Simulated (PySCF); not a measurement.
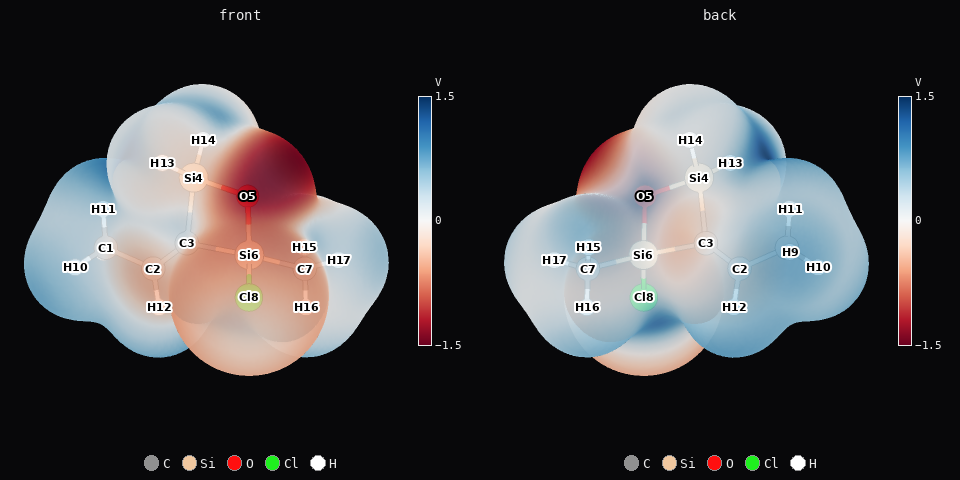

C4H9ClOSi2. The molecular electrostatic potential painted on the density surface at 0.001 e/bohr³, seen from the front and from behind; the colour scale runs from red (negative) to blue (positive).

Geometry: GFN2-xTB.

Method: PySCF 2.14.0, PBE0/pcSseg-1, SCF density, gas phase, non-relativistic.

| atom | x (Å) | y (Å) | z (Å) |
| --- | --- | --- | --- |
| C | 2.7298 | -0.5132 | -0.5736 |
| C | 1.2622 | -0.7466 | -0.7049 |
| C | 0.3331 | 0.0964 | -0.2796 |
| Si | 0.2997 | 1.7949 | 0.5733 |
| O | -1.3611 | 1.6696 | 0.4865 |
| Si | -1.5633 | 0.1960 | -0.2609 |
| C | -2.5805 | -0.9875 | 0.8031 |
| Cl | -2.4375 | 0.4854 | -2.0493 |
| H | 3.1900 | -1.3233 | -0.0081 |
| H | 3.1951 | -0.4947 | -1.5591 |
| H | 2.9218 | 0.4314 | -0.0703 |
| H | 0.9860 | -1.6789 | -1.1874 |
| H | 0.7194 | 2.9423 | -0.2153 |
| H | 0.6771 | 1.8233 | 1.9785 |
| H | -2.0909 | -1.1850 | 1.7504 |
| H | -2.7292 | -1.9337 | 0.2944 |
| H | -3.5587 | -0.5643 | 1.0124 |

**Which sites attract a positive test charge, and which a negative one?**

A positive charge is drawn to the negative regions and a negative charge to the positive ones. The most negative region (about −1.5 V) lies over O5, the most positive (about +1.3 V) over Si4. O5 is the likeliest acceptor of a hydrogen bond.

**What dipole moment does the calculation give?**

Its dipole moment is 3.27 D.
